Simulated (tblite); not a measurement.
**Frequency calculation of C₆H₁₂FPSi**

System: C₆H₁₂FPSi.
Method: GFN2-xTB harmonic vibrations, gas phase (tblite 0.8.0).

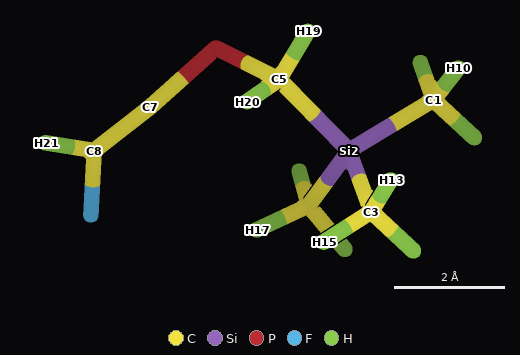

The structure as given in the input (stick view, seen at a tilt; atoms are numbered from 1 in the order of the input). Bond lengths as drawn: C–C 1.30 Å, C–F 1.36 Å, C–H 1.08 to 1.09 Å, C–P 1.64 to 1.86 Å and C–Si 1.90 to 1.93 Å.

### Input file
```
{"job": {"kind": "ir", "xc": "GFN2-xTB", "basis": "xTB"}, "charge": 0, "multiplicity": 1}
C     -2.455424    -0.496637     1.007292
Si    -0.924259     0.078483     0.027390
C     -1.380574     1.450500    -1.215446
C     -0.132304    -1.410833    -0.852306
C      0.330723     0.849023     1.277632
P      1.530862    -0.393553     1.967054
C      2.740914    -0.278603     0.871158
C      3.763169    -0.249972     0.073214
F      3.852248    -1.027836    -1.040637
H     -2.938093     0.331636     1.517031
H     -2.190588    -1.236672     1.756843
H     -3.190656    -0.946646     0.347764
H     -1.766784     2.331597    -0.711597
H     -2.141554     1.110630    -1.910276
H     -0.517723     1.756340    -1.799339
H      0.069181    -2.214972    -0.149339
H      0.811763    -1.146442    -1.318965
H     -0.782984    -1.805821    -1.626161
H     -0.211457     1.275375     2.122034
H      0.891901     1.650563     0.801576
H      4.632720     0.390782     0.164011
```

The first line tells a small driver script what to run in tblite; the rest is the geometry in Å.

Command:
```bash
OMP_NUM_THREADS=1 python <driver script> task.json out
```

### Log
```
mode    cm-1     km/mol
  1      -8.3      0.17
  2      28.4      0.51
  3      73.4      1.07
  4     109.3      0.07
  5     112.6      0.52
  6     122.0      0.25
  7     128.9      0.35
  8     135.0      0.16
  9     151.5      1.05
 10     157.8      0.17
 11     189.7      5.63
 12     196.8      7.62
 13     216.8     11.11
 14     258.6      3.28
 15     381.3      4.75
 16     494.3     12.35
 17     588.7      3.06
 18     673.3      8.06
 19     692.3      6.16
 20     731.3     29.92
 21     740.7     38.15
 22     743.9     17.63
 23     756.0     63.97
 24     775.3      1.33
 25     792.0      3.28
 26     793.3      5.38
 27     824.5     15.12
 28     853.5    196.09
 29     858.0    241.89
 30     867.8    297.99
 31    1029.9     34.95
 32    1064.5    165.74
 33    1115.1     41.41
 34    1236.5     50.11
 35    1371.2     20.02
 36    1372.5     20.74
 37    1376.8      6.52
 38    1422.4      8.04
 39    1476.5      0.34
 40    1477.0      0.66
 41    1480.8      0.04
 42    1485.0      0.82
 43    1486.3      0.83
 44    1487.9      0.52
 45    1852.8     63.77
 46    2976.2     18.41
 47    2994.8      6.71
 48    3007.0     26.84
 49    3029.8     19.94
 50    3038.5     14.57
 51    3039.5     16.77
 52    3042.1     25.68
 53    3043.1     23.09
 54    3045.3      8.73
 55    3047.8     15.14
 56    3049.3     22.63
 57    3053.0     73.79
```

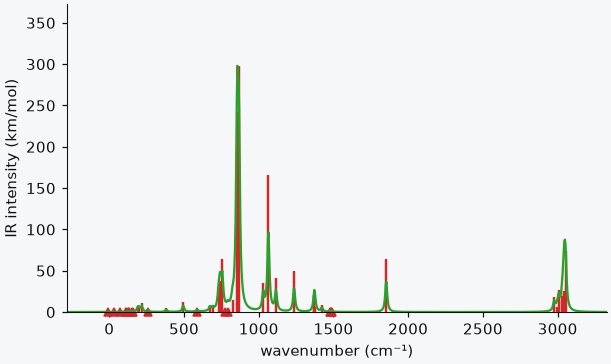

Harmonic infrared spectrum, unscaled: sticks (degenerate modes added up, dark ones marked on the axis) with a Lorentzian envelope of 16 cm⁻¹ full width, scaled to the tallest stick; imaginary modes are drawn at negative wavenumbers. 57 modes from 8i to 3053 cm⁻¹, 1 imaginary beyond 8i (8i cm⁻¹): not a clean minimum; so soft a mode can be a shallow saddle, an incomplete relaxation or noise of the force constants. The strongest line is at 868 cm⁻¹ (298 km/mol).

### Results in brief

```tsv
quantity	value
outcome	converged
total energy	−757.5658 eV
zero-point energy	100.8540 kcal/mol
hardware	1 CPU thread, shared host
wall time	1.1 s
peak memory	0.18 GiB
```
